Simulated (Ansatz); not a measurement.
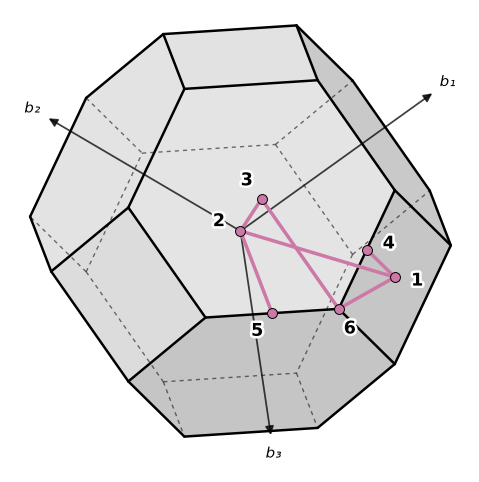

For Hf7S, coordinates from a relaxation with DFT PBE, scalar-relativistic, plane waves, PAW in Ansatz; the starting structure was generated, so it need not be a known form of this composition: the first Brillouin zone of a face-centred cubic lattice (cF; extended symbol cF2) is drawn with its special points numbered. Geometry calculated from the standardised cell; symmetry tolerance 0.002 Å.

a = 8.779 Å, b = 8.779 Å, c = 8.779 Å, α = 90.00°, β = 90.00°, γ = 90.00°.

Labels and path follow the convention of Hinuma et al. (2017), as computed by seekpath; the arrows show the directions of the reciprocal primitive vectors b₁, b₂, b₃, in which coordinates are given.

Q: Give the label and coordinates of each numbered point.

A:
```csv
no.,label,coordinates
1,X,"(1/2, 0, 1/2)"
2,Γ,"(0, 0, 0)"
3,L,"(1/2, 1/2, 1/2)"
4,U,"(5/8, 1/4, 5/8)"
5,K,"(3/8, 3/8, 3/4)"
6,W,"(1/2, 1/4, 3/4)"
```
